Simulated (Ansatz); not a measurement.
# InH₃O₂ + HF: a complex and its separated parts

Aim: how far the complex at one end of a reaction step lies below its separated, relaxed parts, level by level.

The runs use Ansatz 0.2.0, Gaussian basis; PBE0-D4/def2-TZVP structures, single points in def2-TZVPP, no counterpoise correction.

Levels: SPW92, PBE-D4, BLYP-D4, r2SCAN-D4, B97M-V, PBE0-D4, B3LYP-D4, r2SCAN0-D4, BHLYP-D4, CAM-B3LYP-D4, wB97X-V, wB97M-V, B2PLYP, PBE-QIDH, RPA on PBE, Hartree-Fock, MP2, CCSD, CCSD(T).

Correlated methods freeze the cores. Filled d shells of the heavier atoms are correlated. Core potentials replace the inner electrons past krypton, and spin-orbit coupling is left out. B3LYP uses VWN-RPA correlation. B2PLYP carries no dispersion term here.

88 further runs of the same task are left out: 88 set aside as unsound or not needed.

## 1. The starting structure

The complex: 8 atoms, charge 0, spin multiplicity 1.

Atoms are counted from 1 here; the program's logs count them from 0.

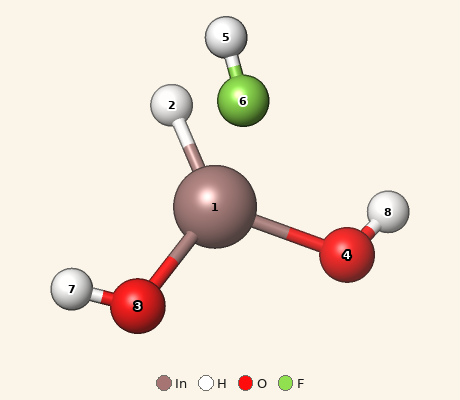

Start geometry, drawn with indium brown, hydrogen white, oxygen red, fluorine green; atoms are numbered from 1 in the order of the file.

Geometry (Å):

```mol
FH4InO2
  3D, bonds by distance, orders not assigned

  8  6  0  0  0  0  0  0  0  0999 V2000
   -0.1371   -0.5037   -0.3519 In  0  0
    1.3106   -1.3739   -0.0675 H   0  0
   -0.4885    0.6767   -1.9011 O   0  0
   -1.8337   -0.7315    0.6415 O   0  0
    1.7287    1.1463    1.5523 H   0  0
    0.8913    1.3260    1.2047 F   0  0
    0.2813    0.7950   -2.4607 H   0  0
   -1.7526   -1.3348    1.3827 H   0  0
  1  2  8  0
  1  3  8  0
  1  4  8  0
  3  7  8  0
  4  8  8  0
  5  6  8  0
M  END
```

Its parts: InH₃O₂ holds atoms 1, 2, 3, 4, 7, 8; HF holds atoms 5, 6. Each part counts its atoms afresh in its own runs.

## 2. Relaxing InH₃O₂ alone

File relax-a/in.yaml:

```yaml
crystal:
  periodic: [false, false, false]
  atoms:
    - {symbol: In, position_ang: [-0.137119, -0.503725, -0.351873]}
    - {symbol: H, position_ang: [1.310592, -1.373904, -0.067489]}
    - {symbol: O, position_ang: [-0.488539, 0.676659, -1.901052]}
    - {symbol: O, position_ang: [-1.833660, -0.731526, 0.641488]}
    - {symbol: H, position_ang: [0.281313, 0.795003, -2.460746]}
    - {symbol: H, position_ang: [-1.752591, -1.334810, 1.382711]}
basis:
  gaussian: {orbitals: def2-TZVP}
hamiltonian: {xc: pbe0, dispersion: d4}
relax: {f_tol: 0.005, max_steps: 200}
```

The run is started by

```sh
ansatz run in.yaml --threads 4 --pin off --events-out ev --progress --plain --max-ram 9574MiB
```

After this run come: Relaxing HF alone; SPW92/def2-TZVPP; PBE-D4/def2-TZVPP; BLYP-D4/def2-TZVPP; r2SCAN-D4/def2-TZVPP; B97M-V/def2-TZVPP; PBE0-D4/def2-TZVPP; B3LYP-D4/def2-TZVPP; r2SCAN0-D4/def2-TZVPP; BHLYP-D4/def2-TZVPP; CAM-B3LYP-D4/def2-TZVPP; wB97X-V/def2-TZVPP; wB97M-V/def2-TZVPP; B2PLYP/def2-TZVPP; PBE-QIDH/def2-TZVPP; RPA on PBE/def2-TZVPP; CCSD(T)/def2-TZVPP; Vibrations of InH₃O₂; Vibrations of HF.

Before running it: what results should come out? Wanted: complex less parts, CCSD(T)/def2-TZVPP; with zero-point energy; largest T1 diagnostic.

The runs gave:

| quantity | value |
| --- | --- |
| complex less parts, CCSD(T)/def2-TZVPP | -0.207 eV |
| with zero-point energy | -0.175 eV |
| largest T1 diagnostic | 0.017 |

In words: At CCSD(T) the complex lies 0.207 eV below its parts. The functionals run from PBE0-D4, off by -0.002 eV, to SPW92, off by -0.098 eV, against CCSD(T). Mean unsigned error by rung: LDA 0.098, GGA 0.016, meta-GGA 0.044, hybrid 0.019, range-separated hybrid 0.034, double hybrid 0.015 eV. PBE-D4 gives a relative energy 0.004 eV too high, inside chemical accuracy (1 kcal/mol, 0.043 eV). No counterpoise was applied, and triple zeta lacks some correlation, so the CCSD(T) reference has a basis error of its own, and close matches with it are partly luck.
